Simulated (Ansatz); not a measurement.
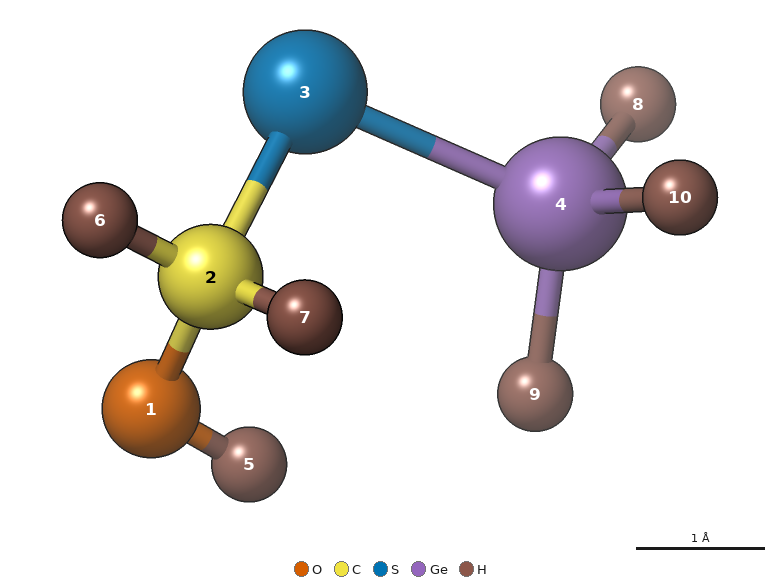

Orthographic view. Atoms fade into the background with distance from the viewer. The computed structure is the end point of a PBE-D4/def2-SVP optimisation. No frequency run is at hand to confirm it as a minimum.

Give the geometry as a Z-matrix, atoms in numerical order, with these reference atoms: 2 to 1; 3 to 2, 1; 4 to 3, 2, 1; 5 to 1, 2, 3; 6 to 2, 1, 5; 7 to 2, 6, 1; 8 to 4, 3, 2; 9 to 4, 8, 3; 10 to 4, 8, 9.

```
O  
C    1   1.388
S    2   1.878   1   115.5
Ge   3   2.238   2    98.6   1   -79.1
H    1   0.977   2   108.0   3    69.2
H    2   1.108   1   107.7   5  -175.8
H    2   1.115   6   108.2   1  -123.5
H    4   1.546   3   107.9   2   159.4
H    4   1.560   8   109.9   3   117.8
H    4   1.554   8   110.8   9   119.4
```
